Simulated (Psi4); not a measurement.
**wB97X/cc-pVDZ run of CH6BN (SMILES CBN)**

What is the vertical singlet–triplet gap of CH6BN at wB97X/cc-pVDZ? 

The results are computed with Psi4 1.11.

2 further runs of the same task are left out: 1 that didn't finish, 1 set aside as unsound or not needed.

**1. The structure to begin with**

CH6BN has 9 atoms, charge 0, and is taken as a singlet. As SMILES, `CBN`. Geometry: relaxed at PBE0-D4/def2-TZVP.

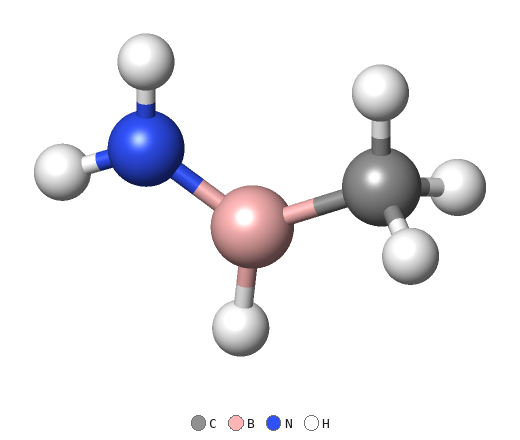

Viewed from a chosen angle; carbon grey, boron pink, nitrogen blue, hydrogen white.

**2. A single-point energy at wB97X/cc-pVDZ**

Contents of job.json:

```json
{
 "schema_name": "qcschema_input",
 "schema_version": 1,
 "molecule": {
  "schema_name": "qcschema_molecule",
  "schema_version": 2,
  "symbols": ["C", "B", "N", "H", "H", "H", "H", "H", "H"],
  "geometry": [-1.25723479, 1.43184548, -1.11550533, 0.86814018, -0.53460352, -0.48414783, 1.12022965, -1.59266118, 1.90994619, -2.44133718, 0.73850497, -2.66564767, -0.42443249, 3.19779455, -1.80336564, -2.49424951, 1.88764743, 0.4767779, 2.35988998, -1.19581869, -2.06509271, 2.46836026, -2.85537617, 2.35252005, -0.0317474, -1.16482718, 3.36220072],
  "molecular_charge": 0,
  "molecular_multiplicity": 1,
  "fix_symmetry": "c1"
 },
 "driver": "energy",
 "model": {
  "method": "wb97x",
  "basis": "cc-pVDZ"
 },
 "keywords": {
  "puream": true,
  "e_convergence": 1e-09,
  "d_convergence": 1e-08,
  "scf_type": "pk",
  "dft_radial_points": 99,
  "dft_spherical_points": 590,
  "scf_properties": ["DIPOLE", "WIBERG_LOWDIN_INDICES", "MAYER_INDICES"]
 }
}
```

Launch:

```console
$ psi4 --qcschema job.json -n 1 --memory 1600MB
```

stdout:

```text
[...]
  Running in c1 symmetry.
[...]
  Nuclear repulsion =   67.986732381100936
[...]
  Multiplicity = 1
[...]
  Nalpha       = 12
  Nbeta        = 12
[...]
    Number of basis functions: 72
[...]
   @RKS iter   1:  -121.12540177734391   -5.96649e-01   9.08622e-03 DIIS/ADIIS
[...]
   @RKS iter  11:  -121.33718580689660   -3.39639e-12   4.64450e-09 DIIS
[...]
    Orbital Energies [Eh]
    ---------------------
    Doubly Occupied:
       1A    -14.397388     2A    -10.230084     3A     -6.821081
       4A     -0.988426     5A     -0.809340     6A     -0.622953
       7A     -0.611499     8A     -0.510119     9A     -0.490365
      10A     -0.453136    11A     -0.403941    12A     -0.389501
[...]
  @RKS Final Energy:  -121.33718580689660
   => Energetics <=
    Nuclear Repulsion Energy =             67.9867323811009356
    One-Electron Energy =                -296.8432760551219189
    Two-Electron Energy =                 120.2100601421522299
    DFT Exchange-Correlation Energy =     -12.6907022750278280
    Empirical Dispersion Energy =           0.0000000000000000
    VV10 Nonlocal Energy =                  0.0000000000000000
    Total Energy =                       -121.3371858068965992
[...]
 Multipole Moments:
 ------------------------------------------------------------------------------------
     Multipole            Electronic (a.u.)      Nuclear  (a.u.)        Total (a.u.)
 ------------------------------------------------------------------------------------
 L = 1.  Multiply by 2.5417464519 to convert [e a0] to [Debye]
 Dipole X            :          1.2444100           -1.2695409           -0.0251310
 Dipole Y            :         -1.3758992            1.1700690           -0.2058302
 Dipole Z            :          1.0048540           -0.3693862            0.6354678
 Magnitude           :                                                    0.6684437
[...]
```

The result, in JSON:

```text
{
 "driver": "energy",
 "model": {
  "method": "wb97x",
  "basis": "cc-pVDZ"
 },
 "success": true,
 "return_result": -121.3371858068966,
 "properties": {
  "calcinfo_nbasis": 72,
  "calcinfo_nmo": 72,
  "calcinfo_nalpha": 12,
  "calcinfo_nbeta": 12,
  "calcinfo_natom": 9,
  "nuclear_repulsion_energy": 67.98673238110094,
  "return_energy": -121.3371858068966,
  "scf_one_electron_energy": -296.8432760551219,
  "scf_two_electron_energy": 120.21006014215223,
  "scf_xc_energy": -12.690702275027828,
  "scf_dipole_moment": [-0.02513095998915782, -0.20583020235277427, 0.6354677705694654],
  "scf_total_energy": -121.3371858068966,
  "scf_iterations": 11
 }
}
```

Run time: 48 s. Hardware: 1 thread of Intel Xeon Platinum 8175M at 2.50GHz (Skylake/Cascade Lake), shared host; peak memory 0.83 GiB.

**3. The triplet, same level**

Contents of calc.in:

```
memory 1.6 GB

molecule mol {
  0 3
  C     -0.665300     0.757700    -0.590300
  B      0.459400    -0.282900    -0.256200
  N      0.592800    -0.842800     1.010700
  H     -1.291900     0.390800    -1.410600
  H     -0.224600     1.692200    -0.954300
  H     -1.319900     0.998900     0.252300
  H      1.248800    -0.632800    -1.092800
  H      1.306200    -1.511000     1.244900
  H     -0.016800    -0.616400     1.779200
  units angstrom
  symmetry c1
}

set {
  basis cc-pVDZ
  reference uks
  puream true
  e_convergence 1e-09
  d_convergence 1e-08
  scf_type pk
  dft_radial_points 99
  dft_spherical_points 590
  maxiter 200
}

energy_value, wavefunction = energy("wb97x", return_wfn=True)
oeprop(wavefunction, "LOWDIN_CHARGES", "WIBERG_LOWDIN_INDICES", "DIPOLE", title="WB97X")
print_variables()
```

Launch:

```console
$ psi4 -i calc.in -o calc.out -n 1
```

calc.out:

```text
[...]
  Running in c1 symmetry.
[...]
  Nuclear repulsion =   67.986732290150556
[...]
  Multiplicity = 3
[...]
  Nalpha       = 13
  Nbeta        = 11
[...]
    Number of basis functions: 72
[...]
   @UKS iter   1:  -120.81615608919087   -2.87404e-01   9.47690e-03 DIIS/ADIIS
[...]
   @UKS iter  20:  -121.06002240864694   -3.24007e-12   6.28342e-09 DIIS
[...]
   @S^2 Observed:                2.006479486E+00
[...]
    Orbital Energies [Eh]
    ---------------------
    Alpha Occupied:
       1A    -14.351638     2A    -10.298797     3A     -6.799132
       4A     -0.964525     5A     -0.856877     6A     -0.640807
       7A     -0.598830     8A     -0.545451     9A     -0.526159
      10A     -0.486473    11A     -0.471083    12A     -0.381650
      13A     -0.130503
    Alpha Virtual:
      14A      0.157981    15A      0.186899    16A      0.198455
      17A      0.220827    18A      0.242576    19A      0.265020
      20A      0.301037    21A      0.351122    22A      0.421711
      23A      0.433722    24A      0.470517    25A      0.558950
[...]
  @UKS Final Energy:  -121.06002240864694
   => Energetics <=
    Nuclear Repulsion Energy =             67.9867322901505560
    One-Electron Energy =                -296.5154768710777944
    Two-Electron Energy =                 120.1355339471966204
    DFT Exchange-Correlation Energy =     -12.6668117749163187
    Empirical Dispersion Energy =           0.0000000000000000
    VV10 Nonlocal Energy =                  0.0000000000000000
    Total Energy =                       -121.0600224086469439
[...]
 Multipole Moments:
 ------------------------------------------------------------------------------------
     Multipole            Electronic (a.u.)      Nuclear  (a.u.)        Total (a.u.)
 ------------------------------------------------------------------------------------
 L = 1.  Multiply by 2.5417464519 to convert [e a0] to [Debye]
 Dipole X            :          1.0220556           -1.2695409           -0.2474853
 Dipole Y            :         -1.0358618            1.1700690            0.1342072
 Dipole Z            :          0.5593909           -0.3693862            0.1900046
 Magnitude           :                                                    0.3396503
[...]
```

Run time: 1.8 min. Hardware: 1 thread of Intel Xeon Platinum 8175M at 2.50GHz (Skylake/Cascade Lake), shared host; peak memory 0.83 GiB.

**4. Results**

At wB97X/cc-pVDZ:

```
                                        quantity          value
                           singlet: total energy  -121.33719 Eh
                          singlet: dipole moment         1.70 D
                            singlet: HOMO energy      -10.60 eV
                            singlet: LUMO energy        3.46 eV
                          singlet: HOMO–LUMO gap       14.06 eV
                           triplet: total energy  -121.06002 Eh
                          triplet: dipole moment         0.86 D
     triplet: HOMO energy (highest over α and β)       -3.55 eV
                                   triplet: ⟨S²⟩          2.006
vertical energy of the triplet above the singlet       7.542 eV
```

**Reading.** At this shape the triplet lies 7.54 eV (174 kcal/mol) above the singlet.
